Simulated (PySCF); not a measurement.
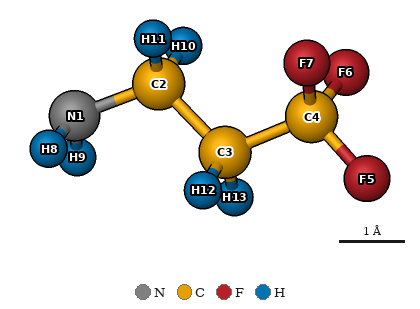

The structure (ball-and-stick view, seen at a tilt; atoms are numbered from 1 in the order of the input). Bond lengths as drawn: C–C 1.50 to 1.53 Å, C–F 1.34 Å, C–H 1.10 Å, C–N 1.44 Å and H–N 1.02 Å.

# C3H6F3N: a changed input and its effect

System: C3H6F3N (3,3,3-trifluoropropylamine).
Method of the first run: GIAO PBE0/pcSseg-1 NMR shielding, non-relativistic, IEF-PCM dichloromethane (PySCF 2.14.0).

The geometry comes from this level: PBE0-D3(BJ)/def2-SVP. Text and figures count atoms from 1; the logs count them from 0 in places.

**Input file, the first run**
```
{"job": {"kind": "nmr", "xc": "PBE0", "basis": "pcSseg-1", "solvent": "dichloromethane", "pop": false}, "charge": 0, "multiplicity": 1}
N      2.140357     0.126067    -0.019682
C      0.816901     0.282174     0.533480
C     -0.324263    -0.247443    -0.338756
C     -1.688722    -0.050893     0.262888
F     -2.652338    -0.515001    -0.539393
F     -1.808406    -0.685014     1.436513
F     -1.945560     1.244587     0.486357
H      2.226228     0.618421    -0.906325
H      2.345777    -0.853024    -0.206819
H      0.777994    -0.219678     1.513994
H      0.640273     1.350817     0.736962
H     -0.326538     0.256625    -1.318220
H     -0.202569    -1.326243    -0.525259
```

The first line tells a small driver script what to run in PySCF; the rest is the geometry in Å.

Command:
```bash
OMP_NUM_THREADS=1 python <driver script> task.json out
```

Hardware: 1 CPU thread, shared host.

**Output (the first run)**
```
coarse grid: 11304 points
cycle   1  E = -471.5159730791  dE =  9.454e-01  |g| = 8.841e-01  |ddm| = 3.014e+00
cycle   2  E = -471.4078144394  dE =  1.082e-01  |g| = 1.248e+00  |ddm| = 1.072e+00
cycle   3  E = -471.6493382788  dE = -2.415e-01  |g| = 5.930e-02  |ddm| = 6.298e-01
cycle   4  E = -471.6498599632  dE = -5.217e-04  |g| = 3.206e-02  |ddm| = 6.236e-02
cycle   5  E = -471.6500815865  dE = -2.216e-04  |g| = 4.416e-03  |ddm| = 2.538e-02
cycle   6  E = -471.6500857813  dE = -4.195e-06  |g| = 6.568e-04  |ddm| = 3.839e-03
final grid: 111664 points
cycle   7  E = -471.7088428409  dE = -4.849e-05  |g| = 8.446e-03  |ddm| = 2.362e-02
cycle   8  E = -471.7088356825  dE =  7.158e-06  |g| = 1.075e-02  |ddm| = 1.323e-02
cycle   9  E = -471.7088581049  dE = -2.242e-05  |g| = 6.603e-04  |ddm| = 6.824e-03
cycle  10  E = -471.7088581685  dE = -6.365e-08  |g| = 2.448e-04  |ddm| = 5.223e-04
cycle  11  E = -471.7088581780  dE = -9.462e-09  |g| = 5.008e-05  |ddm| = 1.579e-04
cycle  12  E = -471.7088581785  dE = -4.889e-10  |g| = 1.378e-05  |ddm| = 4.267e-05
converged SCF energy = -471.7088581785

GIAO shielding tensors (ppm)
atom      isotropic    diamagn.    paramagn.     s11        s22        s33       span
  0 N      235.363     316.037     -80.674    203.663    251.125    251.301     47.638
  1 C      145.937     244.772     -98.834    120.887    146.628    170.296     49.409
  2 C      141.533     252.172    -110.639    116.281    138.358    169.959     53.678
  3 C       53.126     244.398    -191.272     49.922     50.145     59.311      9.389
  4 F      255.402     471.958    -216.556    167.935    253.736    344.536    176.601
  5 F      266.249     474.372    -208.124    174.863    277.706    346.177    171.313
  6 F      266.309     474.636    -208.327    174.768    278.062    346.097    171.329
  7 H       30.771      31.081      -0.310     23.856     28.132     40.325     16.469
  8 H       30.798      30.999      -0.201     23.876     28.188     40.330     16.454
  9 H       28.493      29.732      -1.239     22.588     30.164     32.726     10.139
 10 H       28.499      29.840      -1.341     22.619     30.198     32.680     10.062
 11 H       29.280      31.224      -1.944     25.809     29.452     32.580      6.771
 12 H       29.258      31.081      -1.823     25.816     29.391     32.566      6.750
```

The input of the second run differs as follows (lines with − go, lines with + come):
```diff
-"solvent": "dichloromethane"
-"pop": false
+"solvent": "chloroform"
+"pop": true
```

How does the second run compare with the first run?

The total energy of the second run is 0.9 kcal/mol higher: the change of the electrostatic solvation energy at this fixed geometry, without cavity or dispersion terms. The LUMO goes from 1.64 to 1.56 eV. The dipole moment goes from 2.77 to 2.69 D. Of all shieldings, the largest change is that of N1, by −0.8 ppm. The number of SCF iterations is the same.

**Output (the second run)**
```
coarse grid: 11304 points
cycle   1  E = -471.5139255269  dE =  9.474e-01  |g| = 8.859e-01  |ddm| = 3.014e+00
cycle   2  E = -471.4041376187  dE =  1.098e-01  |g| = 1.254e+00  |ddm| = 1.085e+00
cycle   3  E = -471.6478785686  dE = -2.437e-01  |g| = 6.014e-02  |ddm| = 6.378e-01
cycle   4  E = -471.6484211161  dE = -5.425e-04  |g| = 3.219e-02  |ddm| = 6.334e-02
cycle   5  E = -471.6486449224  dE = -2.238e-04  |g| = 4.587e-03  |ddm| = 2.561e-02
cycle   6  E = -471.6486494504  dE = -4.528e-06  |g| = 6.699e-04  |ddm| = 4.017e-03
final grid: 111664 points
cycle   7  E = -471.7074147311  dE = -4.848e-05  |g| = 8.437e-03  |ddm| = 2.365e-02
cycle   8  E = -471.7074074472  dE =  7.284e-06  |g| = 1.077e-02  |ddm| = 1.329e-02
cycle   9  E = -471.7074299679  dE = -2.252e-05  |g| = 6.585e-04  |ddm| = 6.868e-03
cycle  10  E = -471.7074300310  dE = -6.304e-08  |g| = 2.472e-04  |ddm| = 5.225e-04
cycle  11  E = -471.7074300406  dE = -9.653e-09  |g| = 5.002e-05  |ddm| = 1.594e-04
cycle  12  E = -471.7074300411  dE = -4.857e-10  |g| = 1.404e-05  |ddm| = 4.298e-05
converged SCF energy = -471.7074300411

GIAO shielding tensors (ppm)
atom      isotropic    diamagn.    paramagn.     s11        s22        s33       span
  0 N      234.532     315.836     -81.304    203.061    250.054    250.481     47.420
  1 C      145.904     244.769     -98.865    120.844    146.623    170.245     49.401
  2 C      141.214     252.217    -111.003    115.902    138.009    169.730     53.829
  3 C       53.291     244.276    -190.984     50.324     50.547     59.003      8.679
  4 F      254.949     471.910    -216.961    167.530    253.110    344.207    176.678
  5 F      265.833     474.310    -208.477    174.548    277.087    345.863    171.316
  6 F      265.897     474.572    -208.675    174.460    277.446    345.786    171.326
  7 H       30.840      31.100      -0.260     23.952     28.247     40.322     16.370
  8 H       30.867      31.019      -0.151     23.972     28.303     40.327     16.354
  9 H       28.486      29.709      -1.224     22.591     30.141     32.724     10.133
 10 H       28.493      29.817      -1.324     22.623     30.177     32.678     10.056
 11 H       29.336      31.293      -1.956     25.901     29.516     32.592      6.691
 12 H       29.314      31.150      -1.837     25.909     29.454     32.578      6.669
```

**The two runs side by side**

```csv
quantity,the first run,the second run
outcome,converged,converged
total energy (hartree),−471.708858,−471.707430
HOMO (eV),−7.08,−7.10
LUMO (eV),1.64,1.56
dipole moment (D),2.77,2.69
shielding of N1 (ppm),235.4,234.5
shielding of C3 (ppm),141.5,141.2
shielding of C4 (ppm),53.1,53.3
shielding of F5 (ppm),255.4,254.9
shielding of F6 (ppm),266.2,265.8
shielding of F7 (ppm),266.3,265.9
shielding of H9 (ppm),30.8,30.9
SCF iterations,12,12
basis functions,149,149
wall time (shared host),22 s,23 s
```
